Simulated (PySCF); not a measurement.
SiN (charge −1)

```yaml
atoms:
  - { symbol: Si, position_ang: [0.0000, 0.0000, -0.5350] }
  - { symbol: N, position_ang: [0.0000, 0.0000, 1.0690] }
```

Level of theory: PySCF 2.14.0, PBE0/aug-cc-pVDZ-DK/X2C, spin-free X2C-1e, Gaussian nucleus, at a bond length of 1.604 Å.

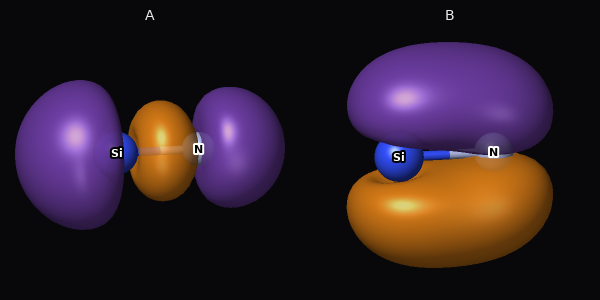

Figure 1. Two frontier orbitals, each drawn at the value that holds 80 % of its norm (orange and purple are the two phases), in no order; of a degenerate pair one member is drawn.

> Label each orbital by symmetry, say whether it is occupied, and order them by energy.

Orbital B: π, occupied, −1.12 eV; bonding, with no node between the atoms.
Orbital A: σ, occupied, −1.06 eV; shared between the atoms (Si 45 %, N 55 %).

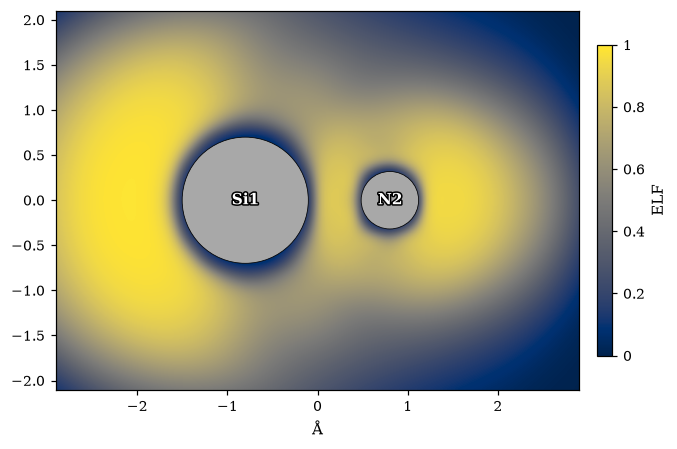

Figure 2. Electron localisation function on a plane that holds the molecular axis. Grey discs cover the atomic cores.

> Describe what can be read from this map.

The section cuts through Si and N sites.
Si–N (1.60 Å): the ELF peaks at about 0.90 between the atoms, as expected for a polar covalent bond.
The ELF also peaks beside Si1 and N2, away from the bonds: lone-pair regions.

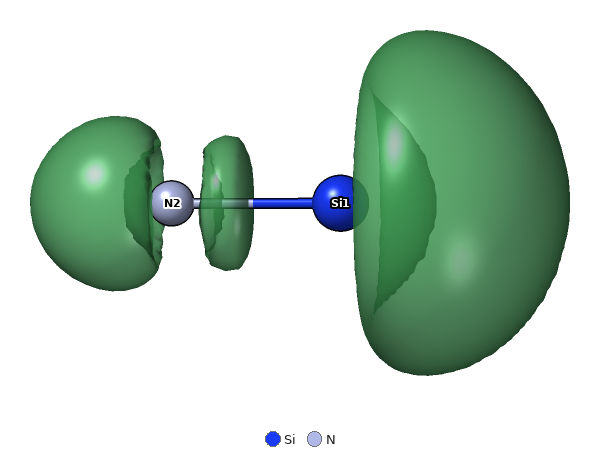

Figure 3. Isosurface of the ELF at 0.8 (green), seen from one side. Core shells and regions of very low density are left out.

> What do the ELF domains correspond to?

At this value the surface marks out one region between bonded N–Si atoms (shared pairs), one lobe on N, pointing away from the bonds (lone pairs) and one lobe on Si, pointing away from the bonds (lone pairs).
